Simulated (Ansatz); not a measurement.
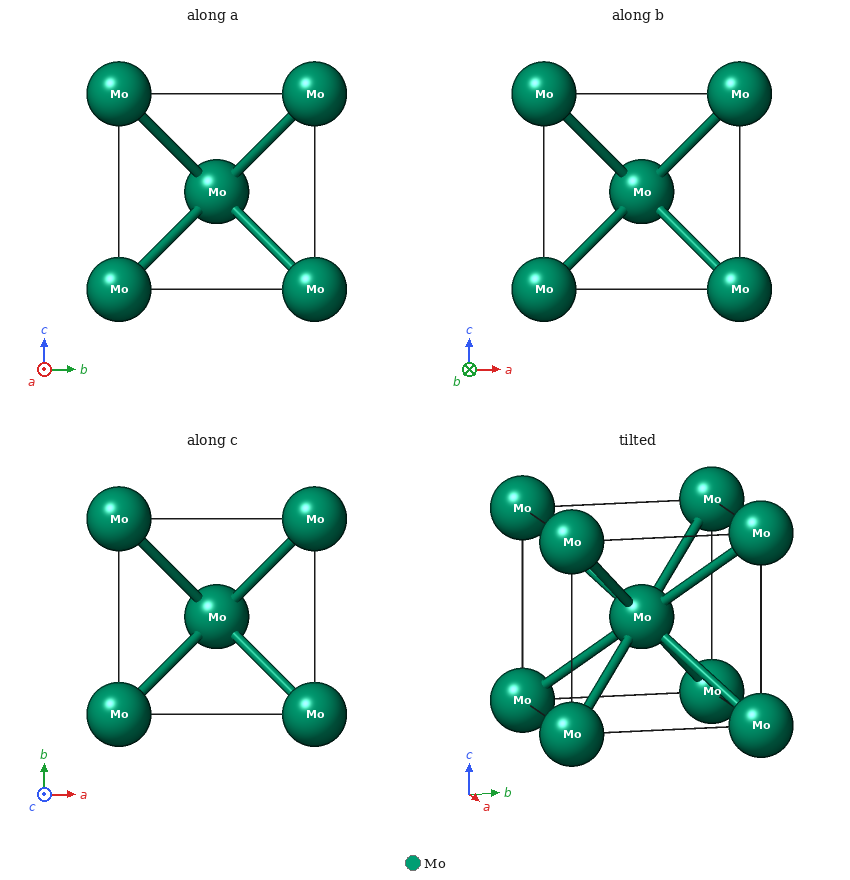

An orthographic ball-and-stick view of the structure, along the a axis, along the b axis, along the c axis and slightly off an axis. The conventional unit cell is drawn as a box.

Lattice parameters: a = 3.1633 Å, b = 3.1633 Å, c = 3.1633 Å, α = 90.000°, β = 90.000°, γ = 90.000°.

Question: Give the structure in the form of a CIF with its space group and independent sites.

Answer:
```cif
data_structure
_symmetry_space_group_name_H-M 'I m -3 m'
_symmetry_Int_Tables_number 229
_cell_length_a 3.1633
_cell_length_b 3.1633
_cell_length_c 3.1633
_cell_angle_alpha 90.000
_cell_angle_beta 90.000
_cell_angle_gamma 90.000
_cell_volume 31.65
loop_
_atom_site_label
_atom_site_type_symbol
_atom_site_symmetry_multiplicity
_atom_site_Wyckoff_symbol
_atom_site_fract_x
_atom_site_fract_y
_atom_site_fract_z
_atom_site_occupancy
Mo1 Mo 2 a 0.0000 0.0000 0.0000 1
```

The structure was taken from the standard structure of this element. Earlier steps of the study may have refined or changed the cell and positions. A calculation with Ansatz used it as input.
